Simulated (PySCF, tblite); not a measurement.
# C6H12B2Si: excited states

Wanted: excited states for C6H12B2Si (`CB(C)C1=CC=C([SiH3])B1`).

Computed with tblite 0.8.0 and PySCF 2.14.0 and routines of our own; the level stands in each step. Atoms count from 0.

## 1. The system as given

21 atoms, charge 0, multiplicity 1; geometry from: force field or distance geometry start.

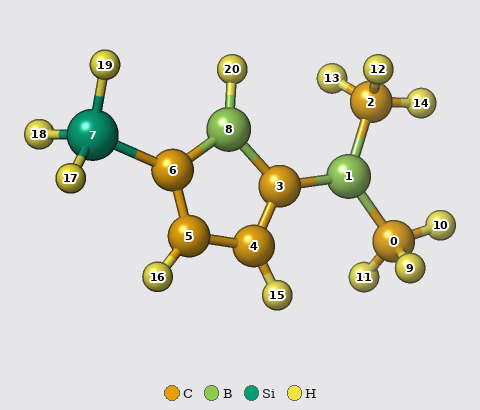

The starting geometry (carbon amber, boron green, silicon teal, hydrogen yellow).

## 2. Optimising the geometry with GFN2-xTB

What the job is given:

```
{"job": {"kind": "relax", "xc": "GFN2-xTB", "basis": "xTB"}, "charge": 0, "multiplicity": 1}
C     -2.954200    -0.897100    -0.500900
B     -1.854600     0.214700    -0.217200
C     -2.269500     1.718800     0.064700
C     -0.328700    -0.179400    -0.192400
C      0.161200    -1.408200    -0.380400
C      1.618600    -1.413200    -0.284000
C      2.083800    -0.192900    -0.028400
Si     3.852900     0.241600     0.279400
B      0.877400     0.758000     0.088000
H     -2.790600    -1.341700    -1.496000
H     -3.980000    -0.446800    -0.481900
H     -2.910000    -1.692400     0.273600
H     -1.818100     2.380800    -0.692000
H     -1.928800     2.029600     1.067000
H     -3.384400     1.842700     0.010700
H     -0.437300    -2.283900    -0.584500
H      2.245200    -2.290200    -0.379900
H      4.709500    -0.646800    -0.527500
H      4.154400     0.063100     1.707600
H      4.084000     1.639000    -0.101700
H      0.860400     1.921100     0.345700
```

Launch:

```
OMP_NUM_THREADS=1 python excited_run.py task.json out
```

One launch serves the whole session: the jobs run in the order shown.

Output:

```text
step      E/eV     max force
  0    -627.40927    2.176
  1    -627.52419    0.892
  2    -627.56308    0.420
  3    -627.58169    0.241
  4    -627.58812    0.239
  5    -627.59426    0.212
  6    -627.60191    0.264
  7    -627.60788    0.195
  8    -627.61191    0.136
  9    -627.61488    0.110
 10    -627.61717    0.101
 11    -627.61867    0.079
 12    -627.61977    0.080
 13    -627.62072    0.078
 14    -627.62153    0.073
 15    -627.62212    0.062
 16    -627.62259    0.054
 17    -627.62302    0.053
 18    -627.62336    0.039
 19    -627.62357    0.037
 20    -627.62372    0.037
 21    -627.62392    0.042
 22    -627.62425    0.063
 23    -627.62474    0.072
 24    -627.62529    0.054
 25    -627.62580    0.044
 26    -627.62627    0.050
 27    -627.62672    0.053
 28    -627.62709    0.049
 29    -627.62738    0.042
 30    -627.62767    0.054
 31    -627.62808    0.079
 32    -627.62861    0.087
 33    -627.62904    0.065
 34    -627.62927    0.030
 35    -627.62939    0.024
 36    -627.62948    0.022
 37    -627.62958    0.023
 38    -627.62966    0.021
 39    -627.62974    0.023
 40    -627.62985    0.032
 41    -627.63000    0.033
 42    -627.63015    0.023
 43    -627.63024    0.021
 44    -627.63030    0.018
 45    -627.63039    0.025
 46    -627.63053    0.034
 47    -627.63071    0.028
 48    -627.63087    0.021
 49    -627.63096    0.018
 50    -627.63103    0.024
 51    -627.63113    0.025
 52    -627.63125    0.021
 53    -627.63137    0.023
 54    -627.63149    0.024
 55    -627.63160    0.031
 56    -627.63170    0.024
 57    -627.63177    0.014
 58    -627.63181    0.014
 59    -627.63185    0.021
 60    -627.63192    0.028
 61    -627.63202    0.029
 62    -627.63215    0.028
 63    -627.63227    0.032
 64    -627.63241    0.031
 65    -627.63261    0.040
 66    -627.63292    0.054
 67    -627.63334    0.060
 68    -627.63384    0.056
 69    -627.63440    0.065
 70    -627.63503    0.062
 71    -627.63564    0.050
 72    -627.63596    0.071
 73    -627.63603    0.106
 74    -627.63669    0.046
 75    -627.63696    0.036
 76    -627.63812    0.056
 77    -627.63865    0.058
 78    -627.63958    0.064
 79    -627.64022    0.066
 80    -627.64092    0.065
 81    -627.64117    0.121
 82    -627.64198    0.063
 83    -627.64256    0.052
 84    -627.64333    0.042
 85    -627.64371    0.059
 86    -627.64403    0.054
 87    -627.64442    0.035
 88    -627.64478    0.041
 89    -627.64523    0.042
 90    -627.64560    0.046
 91    -627.64591    0.043
 92    -627.64618    0.046
 93    -627.64654    0.045
 94    -627.64706    0.057
 95    -627.64763    0.051
 96    -627.64832    0.052
 97    -627.64902    0.049
 98    -627.64957    0.043
 99    -627.64960    0.080
100    -627.65014    0.065
101    -627.65045    0.044
102    -627.65082    0.036
103    -627.65118    0.035
104    -627.65146    0.038
105    -627.65183    0.039
106    -627.65222    0.036
107    -627.65266    0.047
108    -627.65297    0.043
109    -627.65316    0.039
110    -627.65327    0.023
111    -627.65334    0.028
112    -627.65345    0.038
113    -627.65368    0.034
114    -627.65397    0.035
115    -627.65422    0.030
116    -627.65436    0.029
117    -627.65447    0.029
118    -627.65462    0.029
119    -627.65482    0.034
120    -627.65509    0.042
121    -627.65540    0.044
122    -627.65580    0.043
123    -627.65640    0.050
124    -627.65734    0.067
125    -627.65850    0.085
126    -627.65957    0.092
127    -627.66027    0.087
128    -627.66101    0.064
129    -627.66157    0.046
130    -627.66224    0.051
131    -627.66262    0.069
132    -627.66342    0.062
133    -627.66419    0.044
134    -627.66488    0.049
135    -627.66534    0.044
136    -627.66562    0.045
137    -627.66598    0.043
138    -627.66631    0.041
139    -627.66672    0.035
140    -627.66693    0.031
141    -627.66721    0.030
142    -627.66743    0.028
143    -627.66761    0.025
144    -627.66775    0.027
145    -627.66790    0.025
146    -627.66812    0.029
147    -627.66842    0.031
148    -627.66877    0.044
149    -627.66909    0.046
150    -627.66939    0.041
151    -627.66969    0.053
152    -627.67007    0.039
153    -627.67047    0.053
154    -627.67080    0.044
155    -627.67103    0.035
156    -627.67131    0.025
157    -627.67155    0.032
158    -627.67183    0.044
159    -627.67201    0.056
160    -627.67214    0.031
161    -627.67231    0.023
162    -627.67249    0.023
163    -627.67267    0.038
164    -627.67291    0.049
165    -627.67322    0.047
166    -627.67348    0.035
167    -627.67368    0.050
168    -627.67390    0.032
169    -627.67415    0.026
170    -627.67431    0.026
171    -627.67444    0.031
172    -627.67457    0.021
173    -627.67469    0.014
174    -627.67476    0.014
175    -627.67481    0.015
176    -627.67484    0.013
177    -627.67488    0.012
178    -627.67492    0.012
179    -627.67496    0.012
180    -627.67499    0.012
181    -627.67503    0.012
182    -627.67506    0.012
183    -627.67509    0.012
184    -627.67513    0.012
185    -627.67518    0.015
186    -627.67524    0.016
187    -627.67532    0.028
188    -627.67540    0.019
189    -627.67549    0.023
190    -627.67560    0.018
191    -627.67574    0.023
192    -627.67590    0.029
193    -627.67609    0.032
194    -627.67628    0.033
195    -627.67647    0.025
196    -627.67662    0.022
197    -627.67672    0.025
198    -627.67679    0.021
199    -627.67687    0.017
200    -627.67697    0.021
201    -627.67701    0.018
202    -627.67706    0.016
203    -627.67709    0.013
204    -627.67713    0.014
205    -627.67715    0.015
206    -627.67718    0.012
207    -627.67721    0.011
208    -627.67724    0.013
209    -627.67726    0.009
```

Run time: 1.6 s. Hardware: 1 thread of Arm Neoverse V2, shared host.

Relaxation path: (not every step is listed)

| step | energy from step 0 (eV) | largest force (eV/Å) |
| --- | --- | --- |
| 0 | 0.0000 | 2.1760 |
| 1 | -0.1149 | 0.8921 |
| 2 | -0.1538 | 0.4198 |
| 3 | -0.1724 | 0.2410 |
| 4 | -0.1789 | 0.2395 |
| 5 | -0.1850 | 0.2120 |
| 6 | -0.1926 | 0.2637 |
| 7 | -0.1986 | 0.1948 |
| 8 | -0.2026 | 0.1358 |
| 27 | -0.2174 | 0.0530 |
| 46 | -0.2213 | 0.0336 |
| 65 | -0.2233 | 0.0400 |
| 84 | -0.2341 | 0.0419 |
| 103 | -0.2419 | 0.0352 |
| 122 | -0.2465 | 0.0427 |
| 141 | -0.2579 | 0.0301 |
| 160 | -0.2629 | 0.0305 |
| 179 | -0.2657 | 0.0122 |
| 198 | -0.2675 | 0.0208 |
| 204 | -0.2679 | 0.0140 |
| 205 | -0.2679 | 0.0146 |
| 206 | -0.2679 | 0.0121 |
| 207 | -0.2679 | 0.0106 |
| 208 | -0.2680 | 0.0133 |
| 209 | -0.2680 | 0.0091 |

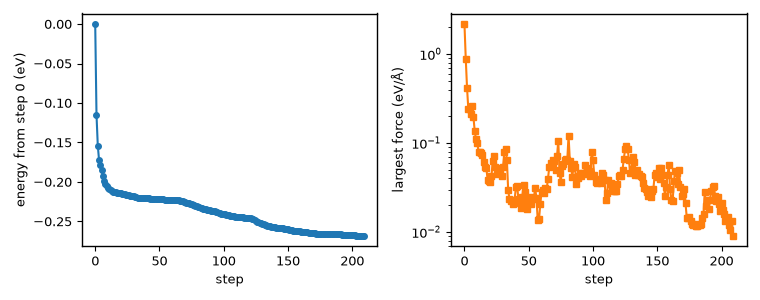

Energy and force, step by step.

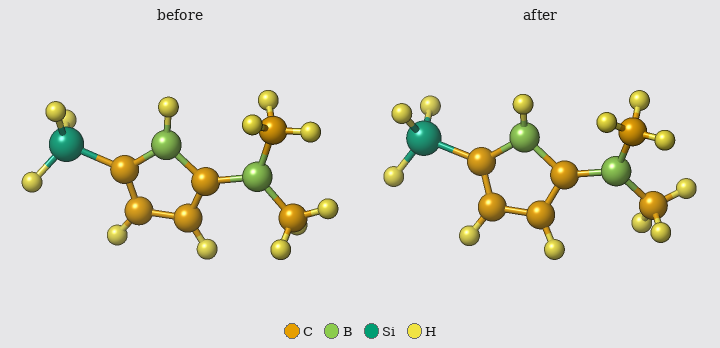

Before and after, at one scale.

Close pairs (by a distance rule), those that changed most:

| bond | before (Å) | after (Å) | change (Å) |
| --- | --- | --- | --- |
| B1–C3 | 1.576 | 1.538 | -0.038 |
| C2–H14 | 1.123 | 1.088 | -0.035 |
| C0–H10 | 1.120 | 1.088 | -0.032 |
| C3–B8 | 1.553 | 1.583 | +0.030 |
| C6–B8 | 1.541 | 1.571 | +0.030 |
| B8–H20 | 1.191 | 1.166 | -0.025 |
| C0–H11 | 1.111 | 1.087 | -0.024 |
| C6–Si7 | 1.847 | 1.870 | +0.022 |

The end geometry stands in the next job.

## 3. Vibrational analysis with GFN2-xTB

What the job is given:

```
{"job": {"kind": "ir", "xc": "GFN2-xTB", "basis": "xTB"}, "charge": 0, "multiplicity": 1}
C     -2.941325    -0.971314    -0.019126
B     -1.883642     0.198510    -0.156582
C     -2.391460     1.695969    -0.207100
C     -0.377304    -0.106657    -0.204862
C      0.206668    -1.158561    -0.832063
C      1.661625    -1.200788    -0.660740
C      2.124584    -0.174586     0.085305
Si     3.914198     0.070443     0.567661
B      0.876116     0.771594     0.200885
H     -3.359269    -1.180370    -1.004903
H     -3.783834    -0.701794     0.614683
H     -2.522072    -1.902928     0.353153
H     -1.751257     2.351608    -0.792709
H     -2.387288     2.089684     0.810027
H     -3.409941     1.795526    -0.575762
H     -0.312096    -1.903130    -1.419083
H      2.255499    -2.001365    -1.078442
H      4.712570    -1.068585     0.102099
H      4.015547     0.174633     2.027834
H      4.431297     1.301689    -0.041299
H      0.912465     1.937367     0.200789
```

Output:

```text
mode    cm-1     km/mol
  1      39.0      0.70
  2      39.8      0.98
  3      57.1      0.24
  4      69.8      0.96
  5      90.5      0.94
  6     103.0      0.12
  7     169.3      2.38
  8     189.8      2.69
  9     208.8      1.03
 10     244.7      0.70
 11     365.8      0.57
 12     371.9      1.19
 13     394.8      1.81
 14     414.2      3.00
 15     533.0     60.00
 16     543.1     47.85
 17     554.6      3.45
 18     676.3    120.91
 19     712.1     19.75
 20     730.6      1.25
 21     764.7    112.16
 22     786.5    169.37
 23     789.2    166.55
 24     798.9    517.58
 25     828.4     34.96
 26     852.0     50.04
 27     854.3     49.73
 28     864.6     81.21
 29     879.7      3.48
 30     911.6      2.94
 31     990.9     26.85
 32    1042.4     18.18
 33    1119.7    151.40
 34    1132.2    125.99
 35    1198.2     33.04
 36    1233.7    140.44
 37    1245.2     70.93
 38    1378.9     28.29
 39    1384.6      5.56
 40    1485.6      1.76
 41    1489.0      1.15
 42    1498.5      2.70
 43    1501.0      6.55
 44    1508.8     23.70
 45    1575.7     62.42
 46    2222.0    416.30
 47    2227.8    390.28
 48    2234.7    165.65
 49    2671.5    102.73
 50    2991.0     10.12
 51    2995.1     41.88
 52    3024.2     18.26
 53    3031.3     75.70
 54    3034.8      9.44
 55    3035.9     50.04
 56    3054.8     38.70
 57    3064.8     81.81
```

Wall time 0.85 s (1 thread of Arm Neoverse V2, shared host).

The strongest bands and the atoms that carry them (share of the mass-weighted mode):

| cm⁻¹ | km/mol | atoms |
| --- | --- | --- |
| 786 | 169.4 | H18 45 %, H17 44 % |
| 789 | 166.6 | H19 57 %, H17 22 %, H18 16 % |
| 799 | 517.6 | H18 25 %, H17 23 %, H19 19 %, Si7 10 % |
| 1120 | 151.4 | C6 52 %, B8 20 %, C4 10 % |
| 1234 | 140.4 | B1 30 %, H16 26 %, C3 22 % |
| 2222 | 416.3 | H19 74 %, H18 20 % |
| 2228 | 390.3 | H18 53 %, H17 35 % |
| 2235 | 165.7 | H17 60 %, H18 24 %, H19 15 % |

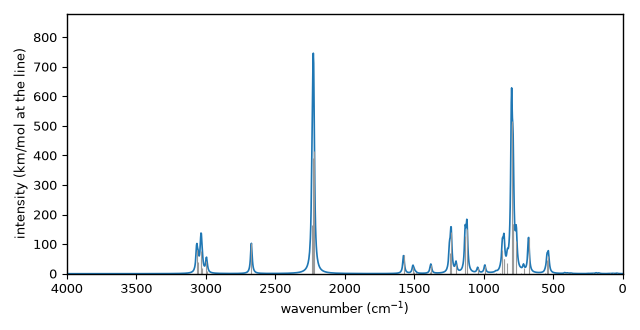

The infrared spectrum from these modes, unscaled. Lines are broadened to a width of 14 cm⁻¹ (Lorentzian).

## 4. Excited states: TDA CAM-B3LYP/def2-SVP

Settings changed since step 3:

```diff
@@ -1,2 +1,2 @@
-{"job": {"kind": "ir", "xc": "GFN2-xTB", "basis": "xTB"}, "charge": 0, "multiplicity": 1}
+{"job": {"kind": "states", "xc": "CAM-B3LYP", "basis": "def2-SVP", "tda": true, "soc": true, "nstates": 5, "ntriplets": 4, "nquad": 4}, "charge": 0, "multiplicity": 1}
 C     -2.941325    -0.971314    -0.019126
```

With the program's defaults for keys left out, this is: TDA CAM-B3LYP/def2-SVP excited states, vertical, gas phase, spin-orbit mean-field couplings.

Output:

```text
coarse grid: 17752 points
cycle   1  E = -574.3534193805  dE =  1.149e+00  |g| = 4.976e-01  |ddm| = 4.803e+00
cycle   2  E = -574.3661101428  dE = -1.269e-02  |g| = 4.823e-01  |ddm| = 1.076e+00
cycle   3  E = -574.4245037777  dE = -5.839e-02  |g| = 9.801e-02  |ddm| = 5.797e-01
cycle   4  E = -574.4267239298  dE = -2.220e-03  |g| = 4.504e-02  |ddm| = 1.427e-01
cycle   5  E = -574.4272819287  dE = -5.580e-04  |g| = 3.803e-03  |ddm| = 5.554e-02
cycle   6  E = -574.4272859744  dE = -4.046e-06  |g| = 1.871e-03  |ddm| = 6.792e-03
final grid: 166056 points
cycle   7  E = -574.5236767150  dE = -4.015e-05  |g| = 4.976e-03  |ddm| = 2.544e-02
cycle   8  E = -574.5236772238  dE = -5.088e-07  |g| = 4.890e-03  |ddm| = 1.006e-02
cycle   9  E = -574.5236833375  dE = -6.114e-06  |g| = 7.346e-04  |ddm| = 5.167e-03
cycle  10  E = -574.5236834782  dE = -1.407e-07  |g| = 1.865e-04  |ddm| = 8.458e-04
cycle  11  E = -574.5236834986  dE = -2.046e-08  |g| = 7.687e-05  |ddm| = 4.249e-04
cycle  12  E = -574.5236835025  dE = -3.876e-09  |g| = 5.381e-05  |ddm| = 1.438e-04
cycle  13  E = -574.5236835047  dE = -2.139e-09  |g| = 1.781e-05  |ddm| = 1.303e-04
cycle  14  E = -574.5236835051  dE = -4.372e-10  |g| = 6.421e-06  |ddm| = 7.228e-05
converged SCF energy = -574.5236835051

Singlet excitations
state   eV       nm        f     d(h-e)  d(exc)  Lambda  PR(NTO)  |dmu|/D   mu/D   main configurations
  1   2.6704   464.3   0.03718   0.469   2.658   0.706   1.025    1.239    2.177   H->L 0.95
  2   3.9680   312.5   0.00340   0.448   2.772   0.496   1.030    1.311    2.016   H-1->L 0.85
  3   4.5871   270.3   0.00012   0.324   2.628   0.532   1.041    1.094    1.333   H-3->L 0.84
  4   5.0844   243.9   0.01920   1.306   3.117   0.432   1.054    4.479    4.656   H-2->L 0.72, H-6->L 0.12
  5   5.5184   224.7   0.21995   0.712   3.131   0.541   1.755                     H->L+1 0.57, H-4->L 0.20

Triplet excitations (Tamm-Dancoff)
state   eV     d(h-e)  d(exc)  Lambda  PR(NTO)   main configurations
  1   1.4979   0.201   2.515   0.708   1.039   H->L 0.96
  2   3.4940   0.375   2.630   0.495   1.046   H-1->L 0.83
  3   4.0242   0.319   2.369   0.537   1.555   H-3->L 0.26, H-4->L 0.21, H->L+1 0.10
  4   4.1054   0.198   2.505   0.523   1.338   H-3->L 0.54, H-2->L 0.13
S1 - T1 = 1.1724 eV

Spin-orbit couplings |<S|Hso|T>| (cm-1)
             T1       T2       T3       T4
S0        1.361    3.605    3.023    2.156
S1        0.146    2.738    2.705    1.347
S2        2.615    1.065    4.584    3.578
S3        2.301    1.223    1.943    1.225
S4        1.345    8.787    1.059    1.351
S5        0.821    3.076    2.733    3.308
T1 sublevels (cm-1): 0.000 0.000 0.000   radiative rates (1/s): 0.000546 0.000185 0.00172
```

It took 53 s on 1 thread of Arm Neoverse V2, shared host; peak memory 0.89 GiB.

In short:

| quantity | value |
| --- | --- |
| S1 less T1 | 1.17 eV |

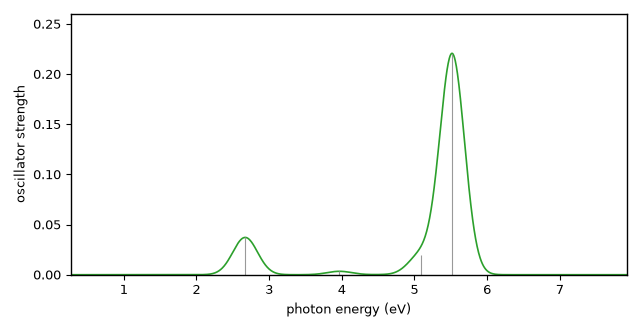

Absorption lines of the singlets. Lines are broadened to a width of 0.40 eV (Gaussian).

## 5. What came out

```
                                   quantity                 value
  strongest single infrared mode (GFN2-xTB)  799 cm⁻¹, 518 km/mol
               zero-point energy (GFN2-xTB)         97.5 kcal/mol
S1 less T1 (step 4, TDA CAM-B3LYP/def2-SVP)               1.17 eV
```

What this shows: No mode is imaginary among the 57: a minimum at this level. The strongest single mode, at 799 cm⁻¹, is spread over several atoms, H18, H17, H19, Si7 among them. GFN2-xTB is a fitted tight-binding method: band positions and strengths are rough. Its intensities can rank the bands wrongly. In step 4, the number of triplets below S1 is 1, and the largest singlet-triplet spin-orbit coupling is S4–T2, 8.79 cm⁻¹.
